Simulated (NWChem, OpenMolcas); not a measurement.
How methods differ on C2H5InO (SMILES C[C](=O)[InH2])

The species is C2H5InO (9 atoms), meant as a singlet with charge 0. As SMILES, `C[C](=O)[InH2]`. The shape is that of a PBE0-D4/def2-TZVP optimisation.

Quantity: the vertical energy of the triplet above the singlet, in eV. The values are calculated.

| level | kind | program | value (eV) | CPU time (all runs) |
| --- | --- | --- | --- | --- |
| BLYP/def2-SVP (core potential) | GGA | OpenMolcas | 2.64 | 3.1 min |
| PBE/def2-SVP (core potential) | GGA | OpenMolcas | 2.62 | 2.8 min |
| M06-L/def2-SVP (core potential) | meta-GGA | OpenMolcas | 2.85 | 4 min |
| TPSS/def2-SVP (core potential) | meta-GGA | OpenMolcas | 2.83 | 3.7 min |
| r2SCAN/def2-SVP (core potential) | meta-GGA | OpenMolcas | 2.64 | 6.6 min |
| B3LYP/def2-SVP (core potential) | global hybrid | NWChem | 2.80 | 57 s |
| BHLYP/def2-SVP (core potential) | global hybrid | OpenMolcas | 2.79 | 4.7 min |
| PBE0/def2-SVP (core potential) | global hybrid | OpenMolcas | 2.82 | 2.3 min |

Spin-orbit coupling, which can split open shells on such heavy atoms by tenths of an eV, is left out. The values span 2.62 to 2.85 eV. The upper state's dipole differs much between rows, so they may not all be the same state. CPU times are rough (shared hosts, several kinds of processor and program).

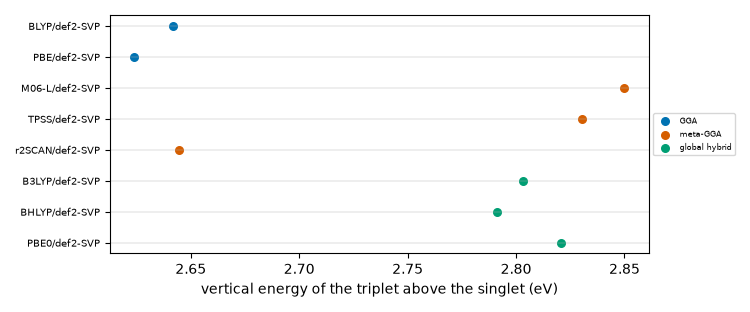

The values of the table, level by level.
